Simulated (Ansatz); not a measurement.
Input file:

```
crystal:
  periodic: [false, false, false]
  atoms:
    - {symbol: C, position_ang: [-3.012261, -2.527485, -1.475235]}
    - {symbol: C, position_ang: [-2.073685, -1.445989, -0.971039]}
    - {symbol: C, position_ang: [-2.484770, -0.900423, 0.387909]}
    - {symbol: C, position_ang: [-1.541061, 0.165439, 0.908461]}
    - {symbol: C, position_ang: [-0.198017, -0.358762, 1.362646]}
    - {symbol: O, position_ang: [-0.002701, -1.530956, 1.575156]}
    - {symbol: C, position_ang: [0.903474, 0.660072, 1.519242]}
    - {symbol: C, position_ang: [1.695771, 0.779749, 0.217718]}
    - {symbol: C, position_ang: [2.818642, 1.800167, 0.302882]}
    - {symbol: C, position_ang: [3.612122, 1.907382, -0.987429]}
    - {symbol: H, position_ang: [-4.035611, -2.152086, -1.568210]}
    - {symbol: H, position_ang: [-3.033671, -3.376899, -0.787187]}
    - {symbol: H, position_ang: [-2.705283, -2.901285, -2.454677]}
    - {symbol: H, position_ang: [-1.057137, -1.845233, -0.903271]}
    - {symbol: H, position_ang: [-2.038183, -0.621679, -1.693992]}
    - {symbol: H, position_ang: [-3.496916, -0.486956, 0.322832]}
    - {symbol: H, position_ang: [-2.521692, -1.720978, 1.110693]}
    - {symbol: H, position_ang: [-1.377616, 0.955722, 0.165569]}
    - {symbol: H, position_ang: [-1.967415, 0.678995, 1.781187]}
    - {symbol: H, position_ang: [0.485441, 1.636248, 1.786350]}
    - {symbol: H, position_ang: [1.564230, 0.329691, 2.324178]}
    - {symbol: H, position_ang: [1.021095, 1.051419, -0.603326]}
    - {symbol: H, position_ang: [2.107239, -0.203309, -0.034146]}
    - {symbol: H, position_ang: [2.398575, 2.778840, 0.561913]}
    - {symbol: H, position_ang: [3.487303, 1.528877, 1.127463]}
    - {symbol: H, position_ang: [2.970712, 2.206080, -1.821342]}
    - {symbol: H, position_ang: [4.413658, 2.644668, -0.904541]}
    - {symbol: H, position_ang: [4.067761, 0.948705, -1.249823]}
basis:
  gaussian: {orbitals: def2-TZVPP}
hamiltonian: {xc: pbe0, dispersion: d4}
output: {orbitals: {seedname: orbitals}}
```

Command:

```sh
ansatz run in.yaml --threads 4 --pin off --events-out ev --progress --plain --max-ram 66560MiB --backend cuda --devices 0, --max-vram 37GiB
```

Geometry: PBE0-D4/def2-TZVP.

These are results of Ansatz 0.2.0, RKS PBE0-D4/def2-TZVPP, not measurements.

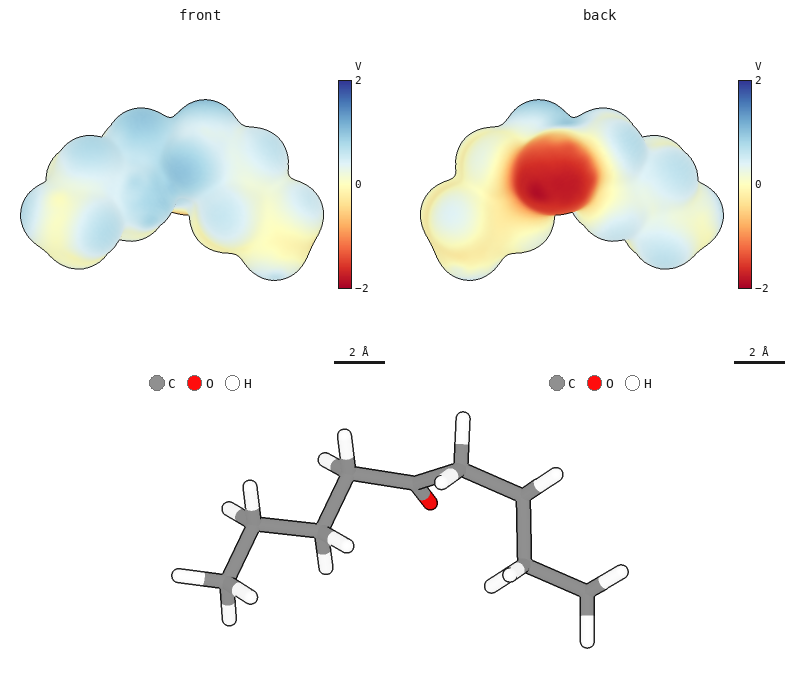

C₉H₁₈O (SMILES CCCCC(=O)CCCC). The molecular electrostatic potential painted on the density surface at 0.002 e/bohr³, seen from the front and from behind; the colour scale runs from red (negative) to blue (positive). The bare structure is drawn below in the same view.

Which sites attract a positive test charge, and which a negative one?

Answer. A positive charge is drawn to the negative regions and a negative charge to the positive ones. The most negative region (about −1.8 V, or −42 kcal/mol for a unit charge) lies over O6, the most positive (about +1.0 V, or +23 kcal/mol for a unit charge) over H18, H19 and H20. O6 is the likeliest acceptor of a hydrogen bond.
